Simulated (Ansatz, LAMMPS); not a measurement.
# Amorphous 12SiO2-88GeO2 (mol %) (96 atoms): geometry optimisation, part 2 of 4

Aim: bring amorphous 12SiO2-88GeO2 (mol %) (96 atoms) to a nearby minimum of the energy and see what moves.

Ansatz 0.2.0; Kohn-Sham DFT, PBE, PAW (set soft_2), plane waves.

The cell: 4 Si, 28 Ge and 64 O. The quench rate of 50 K/ps is orders of magnitude faster than experiment. The network of bonds at the start is that of the classical potential that made the cell. Sampling is at Γ alone, for a cell whose shortest periodic width is 11 Å.

So far. Step 3 (Single point at the start): Neighbours are counted within 2.12 Å (O-Ge), 2.16 Å (O-Si).

## Step 4: Cell and atoms relaxed

The cell is relaxed with the atoms, since the starting lattice needn't suit this functional.

input.yaml

```yaml
crystal:
  lattice:
    - [11.4831, 0.0, 0.0]
    - [0.0, 11.4831, 0.0]
    - [0.0, 0.0, 11.4831]
  atoms:
    [... the 96 atom lines of step 3 ...]
kpoints:
  mp_grid: { grid: [1, 1, 1] }
hamiltonian:
  xc: pbe
scf:
  occupations: { method: fermi_dirac, width: 0.025 }
output:
  forces: true
relax:
  f_tol: 0.04
  max_steps: 250
  cell: {}
```

On the command line:

```
$ ansatz run input.yaml --threads 4 --pin off --max-ram 8192MiB --backend cpu --events-out ev --progress --plain --runs-dir out
```

Numbers of over 12 decimals in the logs are rounded to 6 here.

The log of the run:

```text
[...]
Crystal: 96 atoms, lattice volume = 1514.180 Å³
Basis set: ecut = 420 eV, 29423 PW (Γ), exchange–correlation on 160×160×160 points (8 copies of the dense FFT grid, shifted against one another)
Bands: 492, of which v1, the nominal top of the filled ones, is band 396 counted from 1 (395 counted from 0)
Symmetry: 1 space group operations
[...]
k-points: 1
[...]
SCF iter   1: F=—  HF=-159107.431954 eV  |F-HF|=—  |Δ(HF+E_count)|=         —  Δρ=2.95e-3  dr2=1.52e-1  ethr=1.77e-3  ⟨swp⟩=6.0  Hψ=1801  notcnv=0  defer=78
[...]
SCF iter   9: F=-159107.422291 eV  HF=-159107.422291 eV  |F-HF|=5.18e-9  |Δ(HF+E_count)|=   1.28e-9  Δρ=2.17e-6  dr2=7.16e-8  ethr=1.26e-11  ⟨swp⟩=3.0  Hψ=1533  notcnv=0
SCF 1 converged in 9 iterations: F = -159107.422291 eV  dr2 = 7.16e-8
[...]
relax step   1: F+E_penalty+E_count = -159107.42229099 eV  Δ(F+E_penalty+E_count) = +0.000e0 eV  max|allowed force component| = 2.492e0 eV/Å  Δτ_max = 0.0000 Å  P = +4.376 GPa  Ω = 1514.180 Å³  (9 SCF iters, dr2 threshold 1.00e-7 eV, accepted)
[... from here on, the SCF cycles and remarks between the steps are left out ...]
relax step   2: F+E_penalty+E_count = -159111.47678262 eV  Δ(F+E_penalty+E_count) = -4.054e0 eV  max|allowed force component| = 1.758e0 eV/Å  Δτ_max = 0.1174 Å  P = +2.333 GPa  Ω = 1506.676 Å³  energy of the carried Pulay correction = +2.628e-2 eV  (8 SCF iters, dr2 threshold 9.60e-6 eV, accepted)
relax step   3: F+E_penalty+E_count = -159115.19018226 eV  Δ(F+E_penalty+E_count) = -3.713e0 eV  max|allowed force component| = 6.212e-1 eV/Å  Δτ_max = 0.1949 Å  P = -0.595 GPa  Ω = 1481.634 Å³  energy of the carried Pulay correction = +1.149e-1 eV  (9 SCF iters, dr2 threshold 9.60e-6 eV, accepted)
relax step   4: F+E_penalty+E_count = -159116.00014463 eV  Δ(F+E_penalty+E_count) = -8.100e-1 eV  max|allowed force component| = 5.102e-1 eV/Å  Δτ_max = 0.2000 Å  P = -0.010 GPa  Ω = 1455.762 Å³  energy of the carried Pulay correction = +2.081e-1 eV  (8 SCF iters, dr2 threshold 9.60e-6 eV, accepted)
relax step   5: F+E_penalty+E_count = -159116.32902687 eV  Δ(F+E_penalty+E_count) = -3.289e-1 eV  max|allowed force component| = 3.009e-1 eV/Å  Δτ_max = 0.1902 Å  P = -0.667 GPa  Ω = 1444.943 Å³  energy of the carried Pulay correction = +2.475e-1 eV  (8 SCF iters, dr2 threshold 9.60e-6 eV, accepted)
relax step   6: F+E_penalty+E_count = -159116.59715784 eV  Δ(F+E_penalty+E_count) = -2.681e-1 eV  max|allowed force component| = 3.751e-1 eV/Å  Δτ_max = 0.2000 Å  P = +0.234 GPa  Ω = 1433.075 Å³  energy of the carried Pulay correction = +2.911e-1 eV  (8 SCF iters, dr2 threshold 5.66e-6 eV, accepted)
relax step   7: F+E_penalty+E_count = -159116.82394761 eV  Δ(F+E_penalty+E_count) = -2.268e-1 eV  max|allowed force component| = 4.741e-1 eV/Å  Δτ_max = 0.2000 Å  P = +0.215 GPa  Ω = 1428.454 Å³  energy of the carried Pulay correction = +3.082e-1 eV  (8 SCF iters, dr2 threshold 8.79e-6 eV, accepted)
relax step   8: F+E_penalty+E_count = -159117.07318990 eV  Δ(F+E_penalty+E_count) = -2.492e-1 eV  max|allowed force component| = 7.468e-1 eV/Å  Δτ_max = 0.1950 Å  P = -0.090 GPa  Ω = 1426.934 Å³  energy of the carried Pulay correction = +3.138e-1 eV  (8 SCF iters, dr2 threshold 9.60e-6 eV, accepted)
relax step   9: F+E_penalty+E_count = -159117.38293273 eV  Δ(F+E_penalty+E_count) = -3.097e-1 eV  max|allowed force component| = 3.553e-1 eV/Å  Δτ_max = 0.2000 Å  P = -0.018 GPa  Ω = 1429.632 Å³  energy of the carried Pulay correction = +3.038e-1 eV  (8 SCF iters, dr2 threshold 9.60e-6 eV, accepted)
relax step  10: F+E_penalty+E_count = -159117.66579044 eV  Δ(F+E_penalty+E_count) = -2.829e-1 eV  max|allowed force component| = 4.808e-1 eV/Å  Δτ_max = 0.2000 Å  P = -0.000 GPa  Ω = 1434.672 Å³  energy of the carried Pulay correction = +2.852e-1 eV  (8 SCF iters, dr2 threshold 7.89e-6 eV, accepted)
relax step  11: F+E_penalty+E_count = -159117.81259126 eV  Δ(F+E_penalty+E_count) = -1.468e-1 eV  max|allowed force component| = 1.045e0 eV/Å  Δτ_max = 0.1949 Å  P = -0.050 GPa  Ω = 1442.005 Å³  energy of the carried Pulay correction = +2.583e-1 eV  (8 SCF iters, dr2 threshold 9.60e-6 eV, accepted)
relax step  12: F+E_penalty+E_count = -159117.71899980 eV  Δ(F+E_penalty+E_count) = +9.359e-2 eV  max|allowed force component| = 3.123e0 eV/Å  Δτ_max = 0.1944 Å  P = -0.001 GPa  Ω = 1443.043 Å³  energy of the carried Pulay correction = +2.545e-1 eV  (8 SCF iters, dr2 threshold 9.60e-6 eV, rejected (line search))
relax step  13: F+E_penalty+E_count = -159117.97827382 eV  Δ(F+E_penalty+E_count) = -1.657e-1 eV  max|allowed force component| = 8.331e-1 eV/Å  Δτ_max = 0.0972 Å  P = -0.068 GPa  Ω = 1445.048 Å³  energy of the carried Pulay correction = +2.471e-1 eV  (12 SCF iters, accepted)
relax step  14: F+E_penalty+E_count = -159118.15454468 eV  Δ(F+E_penalty+E_count) = -1.763e-1 eV  max|allowed force component| = 2.186e-1 eV/Å  Δτ_max = 0.0974 Å  P = -0.014 GPa  Ω = 1445.535 Å³  energy of the carried Pulay correction = +2.454e-1 eV  (7 SCF iters, dr2 threshold 9.60e-6 eV, accepted)
[...]
relax step  26: F+E_penalty+E_count = -159118.82036225 eV  Δ(F+E_penalty+E_count) = -5.660e-2 eV  max|allowed force component| = 2.273e-1 eV/Å  Δτ_max = 0.0964 Å  P = +0.022 GPa  Ω = 1459.132 Å³  energy of the carried Pulay correction = +1.959e-1 eV  (12 SCF iters, accepted)
relax step  27: F+E_penalty+E_count = -159118.86582402 eV  Δ(F+E_penalty+E_count) = -4.546e-2 eV  max|allowed force component| = 1.645e-1 eV/Å  Δτ_max = 0.1000 Å  P = +0.026 GPa  Ω = 1457.931 Å³  energy of the carried Pulay correction = +2.002e-1 eV  (7 SCF iters, dr2 threshold 3.23e-6 eV, accepted)
relax step  28: F+E_penalty+E_count = -159118.90767469 eV  Δ(F+E_penalty+E_count) = -4.185e-2 eV  max|allowed force component| = 8.320e-2 eV/Å  Δτ_max = 0.1500 Å  P = -0.006 GPa  Ω = 1457.642 Å³  energy of the carried Pulay correction = +2.013e-1 eV  (8 SCF iters, dr2 threshold 1.69e-6 eV, accepted)
relax step  29: F+E_penalty+E_count = -159118.91254145 eV  Δ(F+E_penalty+E_count) = -4.867e-3 eV  max|allowed force component| = 2.231e-1 eV/Å  Δτ_max = 0.1950 Å  P = -0.199 GPa  Ω = 1457.639 Å³  energy of the carried Pulay correction = +2.013e-1 eV  (9 SCF iters, dr2 threshold 4.33e-7 eV, accepted)
relax step  30: F+E_penalty+E_count = -159118.94436021 eV  Δ(F+E_penalty+E_count) = -3.182e-2 eV  max|allowed force component| = 1.277e-1 eV/Å  Δτ_max = 0.2000 Å  P = +0.048 GPa  Ω = 1455.166 Å³  energy of the carried Pulay correction = +2.103e-1 eV  (8 SCF iters, dr2 threshold 3.11e-6 eV, accepted)
relax step  31: F+E_penalty+E_count = -159118.94138532 eV  Δ(F+E_penalty+E_count) = +2.975e-3 eV  max|allowed force component| = 5.465e-2 eV/Å  Δτ_max = 0.0945 Å  P = -0.045 GPa  Ω = 1458.185 Å³  energy of the carried Pulay correction = +1.993e-1 eV  (8 SCF iters, dr2 threshold 1.02e-6 eV, accepted)
relax step  32: F+E_penalty+E_count = -159118.95104170 eV  Δ(F+E_penalty+E_count) = -9.656e-3 eV  max|allowed force component| = 1.267e-2 eV/Å  Δτ_max = 0.0460 Å  P = +0.015 GPa  Ω = 1456.039 Å³  energy of the carried Pulay correction = +2.071e-1 eV  (8 SCF iters, dr2 threshold 1.87e-7 eV, accepted)
relax step  33: F+E_penalty+E_count = -159118.87093286 eV  Δ(F+E_penalty+E_count) = +8.011e-2 eV  max|allowed force component| = 1.361e-2 eV/Å  Δτ_max = 0.0000 Å  P = -0.140 GPa  Ω = 1456.039 Å³  stress off target by 2.96e-1 GPa  SCF on the basis re-selected at this cell (its energy is not comparable with the rows above)  (9 SCF iters)
relax step  34: F+E_penalty+E_count = -159118.89585579 eV  Δ(F+E_penalty+E_count) = -2.492e-2 eV  max|allowed force component| = 3.136e-2 eV/Å  Δτ_max = 0.0673 Å  P = +0.033 GPa  Ω = 1451.201 Å³  energy of the carried Pulay correction = +1.618e-2 eV  (8 SCF iters, dr2 threshold 2.20e-7 eV, accepted)
relax step  35: F+E_penalty+E_count = -159118.89310832 eV  Δ(F+E_penalty+E_count) = +2.747e-3 eV  max|allowed force component| = 1.670e-2 eV/Å  Δτ_max = 0.0317 Å  P = -0.009 GPa  Ω = 1452.766 Å³  energy of the carried Pulay correction = +1.094e-2 eV  (9 SCF iters, dr2 threshold 1.83e-8 eV, accepted)
relax step  36: F+E_penalty+E_count = -159118.88579189 eV  Δ(F+E_penalty+E_count) = +7.316e-3 eV  max|allowed force component| = 1.654e-2 eV/Å  Δτ_max = 0.0000 Å  P = -0.016 GPa  Ω = 1452.766 Å³  stress off target by 5.07e-2 GPa  SCF on the basis re-selected at this cell (its energy is not comparable with the rows above)  (7 SCF iters)
relax step  37: F+E_penalty+E_count = -159118.88906771 eV  Δ(F+E_penalty+E_count) = -3.276e-3 eV  max|allowed force component| = 9.736e-3 eV/Å  Δτ_max = 0.0239 Å  P = +0.002 GPa  Ω = 1452.194 Å³  energy of the carried Pulay correction = +2.052e-3 eV  (9 SCF iters, dr2 threshold 6.44e-9 eV, accepted)
relax step  38: F+E_penalty+E_count = -159118.88675645 eV  Δ(F+E_penalty+E_count) = +2.311e-3 eV  max|allowed force component| = 9.748e-3 eV/Å  Δτ_max = 0.0000 Å  P = +0.001 GPa  Ω = 1452.194 Å³  stress off target by 1.03e-2 GPa  SCF on the basis re-selected at this cell (its energy is not comparable with the rows above)  (5 SCF iters)
[...]
SCF converged after 5 iterations
Free energy (F): -159118.886756 eV
[...]
Internal energy: -159118.886756 eV  (E = F + TS)
E sigma→0 (E₀):  -159118.886756 eV
Fermi energy:    4.060273 eV
[...]
--- Forces (eV/Å), atoms counted from 1 ---
  atom   1  Si     0.00168497    -0.00322186    -0.00391417
  atom   2  Si     0.00281283    -0.00757654    -0.00788104
  atom   3  Si     0.00151844    -0.00157716    -0.00135106
  atom   4  Si     0.00262117     0.00974811     0.00228362
  atom   5  Ge     0.00111848    -0.00053393     0.00137412
  atom   6  Ge    -0.00471602     0.00028641    -0.00362579
  atom   7  Ge    -0.00166155     0.00003700    -0.00086543
  atom   8  Ge     0.00184863    -0.00168229    -0.00083563
  atom   9  Ge    -0.00012293     0.00350730    -0.00211520
  atom  10  Ge    -0.00073014    -0.00055496    -0.00217458
  atom  11  Ge     0.00299031     0.00099082    -0.00353985
  atom  12  Ge     0.00291021     0.00026987     0.00098019
  atom  13  Ge    -0.00267096    -0.00303292     0.00079362
  atom  14  Ge     0.00201022    -0.00401900    -0.00069495
[...]
atom  95  O      0.00140205    -0.00035594     0.00172849
  atom  96  O     -0.00046854     0.00162148     0.00030983
  max |Σ_I F_I| component: 1.62e-5 eV/Å
--- Stress (GPa, compression-positive) ---
       -0.001804      -0.002596       0.004855
       -0.002596      -0.003578       0.001370
        0.004855       0.001370       0.008362
  P = ⅓ Tr σ = 0.0010 GPa (0.010 kbar)
--- Relaxed structure (35 steps of the walk, 33 accepted, 3 SCFs on fresh bases) ---
  F+E_penalty+E_count = -159118.88675645 eV   max|allowed force component| = 9.748e-3 eV/Å   (the final SCF, on the basis selected at the relaxed cell)
  cell:  # Å, volume = 1452.1939 Å³
    - [11.074986, -0.149791, 0.218927]
    - [-0.149791, 11.288678, -0.201525]
    - [0.218927, -0.201525, 11.625418]
  atoms:
    - { symbol: Si, position: [0.706822, 0.086171, -0.017700] }
    - { symbol: Si, position: [0.771311, 0.364803, 0.658382] }
    - { symbol: Si, position: [0.471494, 0.012043, 0.438132] }
    - { symbol: Si, position: [0.887772, 0.711875, 0.923817] }
[...]
- { symbol: O, position: [0.743876, 0.386201, 0.797115] }
```

Elapsed: 14 min, on 4 threads of Arm Neoverse V1, shared host; peak memory 2.2 GiB.

The steps of the relaxation (22 of 38):

| step | energy less that of the first step (eV) | largest force component (eV/Å) | pressure (GPa) | volume (Å³) |
| --- | --- | --- | --- | --- |
| 1 | 0.0000 | 2.4919 | 4.38 | 1514.18 |
| 3 | -7.7679 | 0.6212 | -0.60 | 1481.63 |
| 5 | -8.9067 | 0.3009 | -0.67 | 1444.94 |
| 6 | -9.1749 | 0.3751 | 0.23 | 1433.08 |
| 8 | -9.6509 | 0.7468 | -0.09 | 1426.93 |
| 10 | -10.2435 | 0.4808 | 0.00 | 1434.67 |
| 12 | -10.2967 | 3.1230 | 0.00 | 1443.04 |
| 13 | -10.5560 | 0.8331 | -0.07 | 1445.05 |
| 15 | -10.9001 | 0.2913 | 0.00 | 1449.87 |
| 17 | -11.0418 | 0.2354 | -0.20 | 1451.96 |
| 19 | -11.1038 | 0.1189 | -0.02 | 1452.76 |
| 20 | -11.1250 | 0.1062 | -0.06 | 1454.86 |
| 22 | -11.2208 | 0.1766 | 0.00 | 1456.93 |
| 24 | -11.3415 | 0.3072 | 0.07 | 1459.05 |
| 26 | -11.3981 | 0.2273 | 0.02 | 1459.13 |
| 27 | -11.4435 | 0.1645 | 0.03 | 1457.93 |
| 29 | -11.4903 | 0.2231 | -0.20 | 1457.64 |
| 31 | -11.5191 | 0.0547 | -0.04 | 1458.19 |
| 33* | -11.4486 | 0.0136 | -0.14 | 1456.04 |
| 34 | -11.4736 | 0.0314 | 0.03 | 1451.20 |
| 36* | -11.4635 | 0.0165 | -0.02 | 1452.77 |
| 38* | -11.4645 | 0.0097 | 0.00 | 1452.19 |

Relaxation steps marked * repeat the geometry before them on a plane-wave basis chosen anew for their cell, so energy and pressure can jump there. Other such steps can lie between the rows shown. Relaxation steps 12, 25 were tried and not accepted.

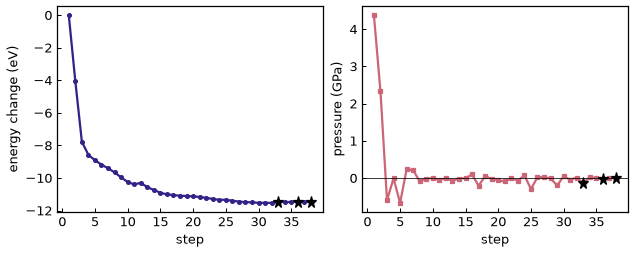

Energy and pressure along the relaxation. Stars mark steps on a basis chosen anew.

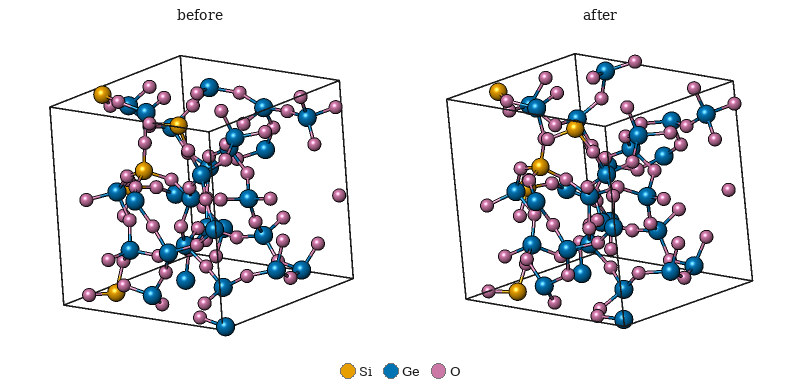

Before and after, at one scale. Bonds to atoms that aren't drawn are left out.

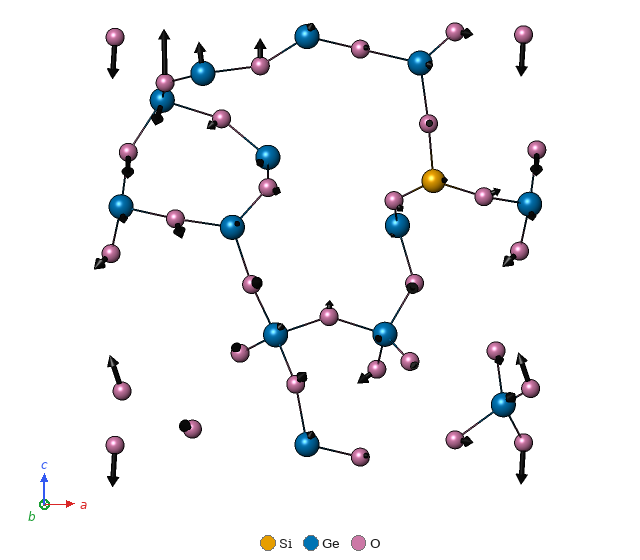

Displacements in the relaxation, scaled, measured against the changing cell; the longest in the cell stands for 1.75 Å. Drawn is a slice 4 Å thick, seen along the normal of the ac plane. Bonds to atoms that aren't drawn are left out.

| cell as run | before | after | change |
| --- | --- | --- | --- |
| a (Å) | 11.483 | 11.078 | -3.5 % |
| b (Å) | 11.483 | 11.291 | -1.7 % |
| c (Å) | 11.483 | 11.629 | +1.3 % |
| α (°) | 90.00 | 92.03 | +2.3 % |
| β (°) | 90.00 | 87.78 | -2.5 % |
| γ (°) | 90.00 | 91.55 | +1.7 % |
| volume (Å³/atom) | 15.77 | 15.13 | -4.1 % |

The atoms that moved most (Å, as changes of fractional coordinates times the final cell):

| atom | dx | dy | dz | length |
| --- | --- | --- | --- | --- |
| O84 | -0.026 | 0.156 | 1.742 | 1.749 |
| O40 | -0.111 | -1.164 | 0.720 | 1.373 |
| O70 | -0.083 | -0.040 | -1.306 | 1.309 |
| Ge13 | 0.850 | 0.839 | 0.385 | 1.255 |
| O36 | 0.041 | 0.807 | -0.876 | 1.191 |
| O57 | -0.378 | -0.084 | 1.106 | 1.172 |
| O34 | 0.555 | 0.881 | 0.337 | 1.094 |
| O46 | -0.335 | -0.743 | -0.688 | 1.067 |

The relaxation changed the energy by -119 meV/atom, and atoms moved by 0.63 Å r.m.s., 1.7 Å at most.

## Step 5: Structure statistics after relaxation

Bonds before and after, by the cutoffs listed below:

| pair | bonds before | bonds after | mean before (Å) | mean after (Å) | spread before (Å) | spread after (Å) |
| --- | --- | --- | --- | --- | --- | --- |
| O-Ge | 113 | 112 | 1.742 | 1.772 | 0.046 | 0.015 |
| O-Si | 16 | 16 | 1.622 | 1.639 | 0.056 | 0.014 |

Density 3.62 g/cm³, 15.13 Å³ an atom.

g(r), total and by pair (bins of 0.2 Å):

| r (Å) | total | O-O | O-Ge | O-Si | Ge-Ge | Ge-Si | Si-Si |
| --- | --- | --- | --- | --- | --- | --- | --- |
| 1.60 | 0.75 | 0.00 | 0.00 | 13.45 | 0.00 | 0.00 | 0.00 |
| 1.80 | 4.47 | 0.00 | 11.49 | 0.00 | 0.00 | 0.00 | 0.00 |
| 2.00 | 0.00 | 0.00 | 0.00 | 0.00 | 0.00 | 0.00 | 0.00 |
| 2.20 | 0.00 | 0.00 | 0.00 | 0.00 | 0.00 | 0.00 | 0.00 |
| 2.40 | 0.00 | 0.00 | 0.00 | 0.00 | 0.00 | 0.00 | 0.00 |
| 2.60 | 0.45 | 0.97 | 0.05 | 0.00 | 0.00 | 0.00 | 0.00 |
| 2.80 | 1.78 | 3.94 | 0.04 | 0.00 | 0.00 | 0.62 | 0.00 |
| 3.00 | 1.52 | 2.69 | 0.39 | 0.00 | 1.29 | 2.28 | 0.00 |
| 3.20 | 0.91 | 0.73 | 0.28 | 0.65 | 3.74 | 5.06 | 0.00 |
| 3.40 | 0.81 | 0.61 | 0.80 | 1.17 | 1.79 | 0.47 | 0.00 |
| 3.60 | 0.73 | 0.55 | 1.13 | 0.85 | 0.00 | 0.00 | 0.00 |
| 3.80 | 1.00 | 0.65 | 1.58 | 0.94 | 0.30 | 0.73 | 0.00 |
| 4.00 | 0.95 | 0.66 | 1.31 | 1.39 | 0.72 | 0.33 | 0.00 |
| 4.20 | 1.04 | 0.67 | 1.38 | 2.15 | 0.91 | 0.58 | 0.00 |
| 4.40 | 1.23 | 0.68 | 1.73 | 2.22 | 1.21 | 1.06 | 0.00 |
| 4.60 | 1.08 | 0.85 | 1.38 | 0.54 | 1.38 | 0.50 | 0.00 |
| 4.80 | 0.89 | 0.99 | 0.83 | 0.10 | 1.03 | 1.34 | 3.23 |
| 5.00 | 1.11 | 1.58 | 0.59 | 0.64 | 1.41 | 0.83 | 5.65 |
| 5.20 | 0.93 | 1.20 | 0.57 | 1.01 | 0.97 | 1.51 | 0.00 |
| 5.40 | 1.02 | 1.35 | 0.67 | 1.00 | 0.91 | 1.23 | 0.00 |

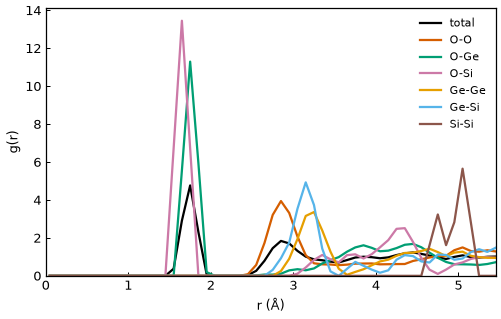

Pair distribution functions, lightly smoothed.

Bonds by pair of elements; cutoffs follow the first minimum of g(r), held within bounds set by covalent radii, and pairs that aren't listed don't count as bonded:

| pair A-B | cutoff (Å) | bonds | mean length (Å) | spread (Å) | shortest (Å) | B about A | A about B |
| --- | --- | --- | --- | --- | --- | --- | --- |
| O-Ge | 2.17 | 112 | 1.77 | 0.015 | 1.73 | 1.75 | 4 |
| O-Si | 2.08 | 16 | 1.64 | 0.014 | 1.62 | 0.25 | 4 |

How many atoms have how many bonded neighbours:

| element | mean | 2 | 4 |
| --- | --- | --- | --- |
| Ge | 4 | 0 | 28 |
| O | 2 | 64 | 0 |
| Si | 4 | 0 | 4 |

Bond angles, per cent of each kind in bins of 5°:

| angle (°) | O-Ge-O | Ge-O-Ge | O-Si-O | Ge-O-Si |
| --- | --- | --- | --- | --- |
| 90–95 | 1.2 | 0.0 | 0.0 | 0.0 |
| 95–100 | 3.6 | 0.0 | 0.0 | 0.0 |
| 100–105 | 23.2 | 0.0 | 4.2 | 0.0 |
| 105–110 | 29.8 | 0.0 | 50.0 | 0.0 |
| 110–115 | 21.4 | 8.3 | 41.7 | 0.0 |
| 115–120 | 13.7 | 6.2 | 4.2 | 6.2 |
| 120–125 | 5.9 | 14.6 | 0.0 | 6.2 |
| 125–130 | 1.2 | 20.8 | 0.0 | 25.0 |
| 130–135 | 0.0 | 8.3 | 0.0 | 18.8 |
| 135–140 | 0.0 | 16.7 | 0.0 | 12.5 |
| 140–145 | 0.0 | 6.2 | 0.0 | 6.2 |
| 145–150 | 0.0 | 6.2 | 0.0 | 6.2 |
| 150–155 | 0.0 | 10.4 | 0.0 | 6.2 |
| 155–160 | 0.0 | 0.0 | 0.0 | 12.5 |
| 160–165 | 0.0 | 2.1 | 0.0 | 0.0 |

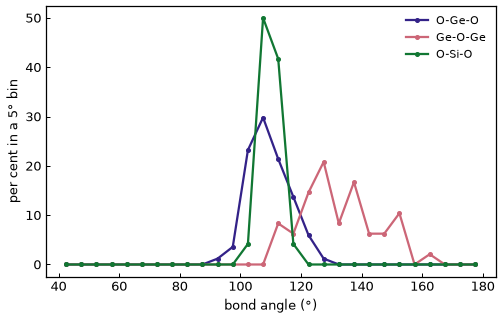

Distributions of the most common bond angles.

Bond angles (no mean is given where the spread exceeds 20°):

| angle | count | mean (°) | spread (°) |
| --- | --- | --- | --- |
| O-Ge-O | 168 | 109 | 6.6 |
| Ge-O-Ge | 48 | 132 | 12.1 |
| O-Si-O | 24 | 109 | 3.1 |
| Ge-O-Si | 16 | 136 | 11.5 |

Oxygen atoms by the number of network formers (Si, P, Ge, B, Al, As, Ga) bound to them:

| network formers bound to O | O atoms | per cent |
| --- | --- | --- |
| 0 | 0 | 0 |
| 1 | 0 | 0 |
| 2 | 64 | 100 |

Network units: each former by its oxygen neighbours and how many of them bridge to another former:

| former | O neighbours | bridging O | atoms |
| --- | --- | --- | --- |
| Si | 4 | 4 | 4 |
| Ge | 4 | 4 | 28 |

Rings of the network by King's shortest-path rule, up to 12 atoms, one path for each pair of neighbours; H, halogens, alkali and alkaline-earth atoms are left out, and the last column divides by all other atoms, bonded or not:

| ring size (atoms) | rings | per network atom |
| --- | --- | --- |
| 8 | 7 | 0.073 |
| 10 | 13 | 0.135 |
| 12 | 19 | 0.198 |

With the cutoffs above, all Ge atoms have 4, all O atoms have 2 and all Si atoms have 4 bonded neighbours. The O-Ge-O angle averages 109° with a spread of 7°. 100 % of the oxygens bridge two formers (Si and Ge) and 0 % are non-bridging. The commonest Ge unit has 4 oxygens, 4 of them shared with other formers (28 of 28 atoms). Rings of 12 atoms are the most common (49 % of those counted); sizes run from 8 to 12, where the search stops.

(Part 2 of 4 ends here.)

[Logs are printed without paths, hosts, clocks, repeated set-up lines and the standing remarks that a program may print on its own settings, such as how far it seeks lower states.]

[Hosts, paths, dates, database ids (printed as entryN), source tags and the programs' standing remarks are cut or masked in the printed files.]
